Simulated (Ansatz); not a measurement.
FH₈NSi₃ (SMILES F[SiH2]N([SiH3])[SiH3])

```csv
atom,x (Å),y (Å),z (Å)
F,-2.4718,-1.3287,-0.3832
N,-0.0653,-0.0965,-1.1050
Si,-1.0947,-1.4980,-1.2606
Si,-0.2693,1.3084,-2.1743
Si,1.0994,0.0338,0.2313
H,-1.5079,-1.6481,-2.6911
H,-0.3804,-2.6961,-0.7184
H,1.0617,1.6920,-2.7624
H,-1.2288,0.9333,-3.2662
H,-0.8038,2.4948,-1.4185
H,2.4617,0.3662,-0.3146
H,1.1380,-1.2828,0.9512
H,0.7038,1.1229,1.1915
```

Geometry: PBE-D3(BJ)/def2-SVP.

All numbers below come from isolated molecule in a Gaussian basis; Kohn-Sham density functional theory, functional PBE0 (Ansatz 0.2.0).

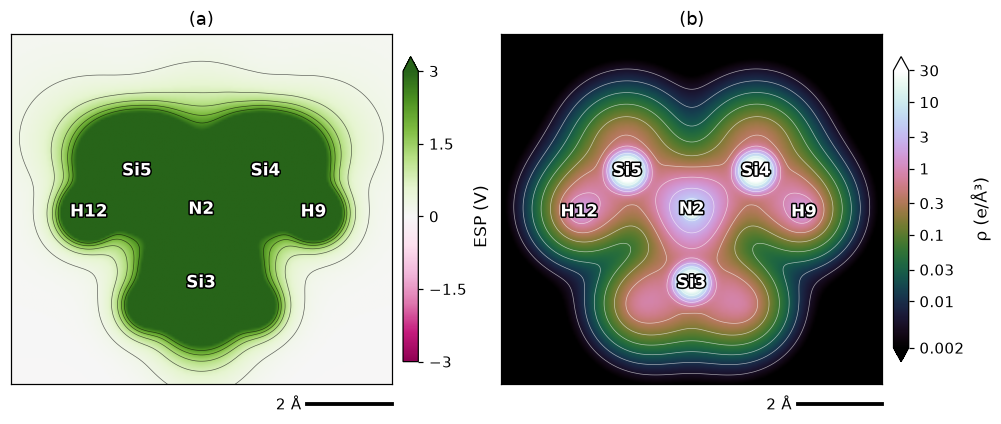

Figure 1. (a) molecular electrostatic potential; (b) total electron density on the plane of atoms Si4, N2 and Si5.

Q: Interpret the plot.

A: Atoms in the plane: N, Si and H.
Si–N (1.75 Å): ρ is about 1 e/Å³ halfway.
Si–H (1.50 Å): ρ at the midpoint is about 0.76 e/Å³.
The potential has no marked negative region in this plane.

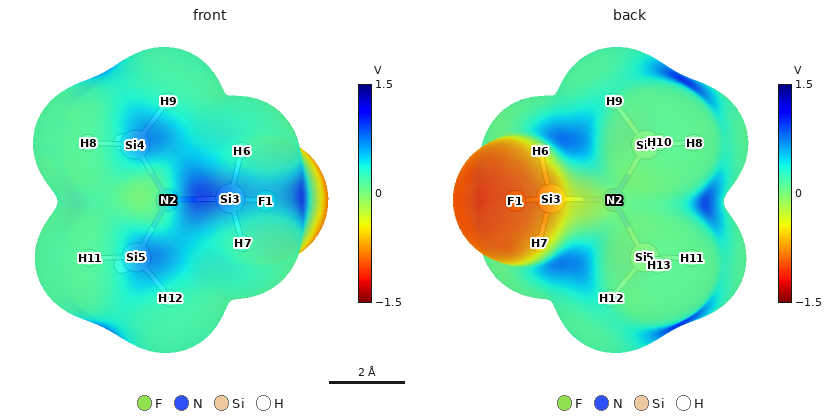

Figure 2. The electrostatic potential painted on the density surface at 0.001 e/bohr³, seen from the front and from behind; red is negative and blue positive.

Q: Describe the electrostatic potential map.

A: The most negative region (about −1.0 V) lies over F1, the most positive (about +0.9 V) over Si3, Si4 and Si5.

Q: What dipole moment does the calculation give?

A: Its dipole moment is 1.62 D.

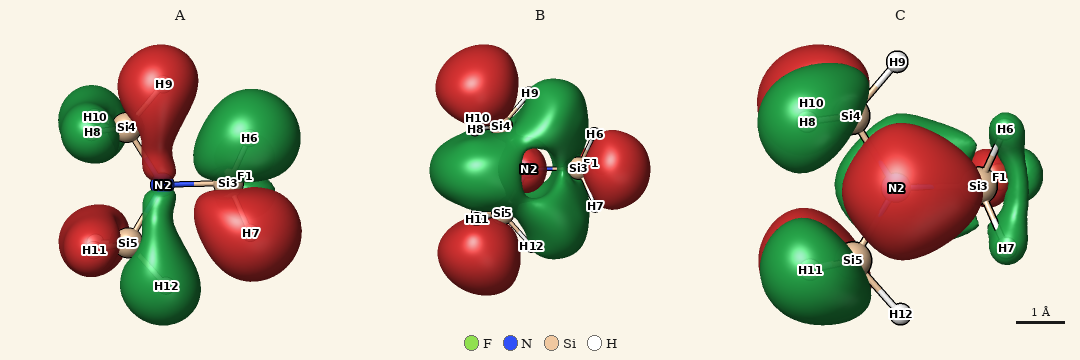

Figure 3. Three frontier orbitals at ±0.05 Å⁻³ᐟ² (green and red are the two phases), in no order.

Q: Which picture is the HOMO−1, the HOMO and the LUMO?

A: A is the HOMO−1 (−9.39 eV). By Hirshfeld shares it lies mainly on Si3 (about 25 %), H6 (about 15 %), H7 (about 15 %), Si4 (about 10 %), Si5 (about 10 %) and F1 (about 5 %). C is the HOMO (−8.11 eV). It lies mainly on N2 (about 45 %), Si4 (about 10 %), Si5 (about 10 %), H10 (about 5 %) and H13 (about 5 %). B is the LUMO (−0.43 eV). It lies mainly on Si4 (about 25 %), Si5 (about 25 %), Si3 (about 15 %) and N2 (about 10 %).

Q: What is the HOMO–LUMO gap?

A: 7.68 eV between the orbital energies.
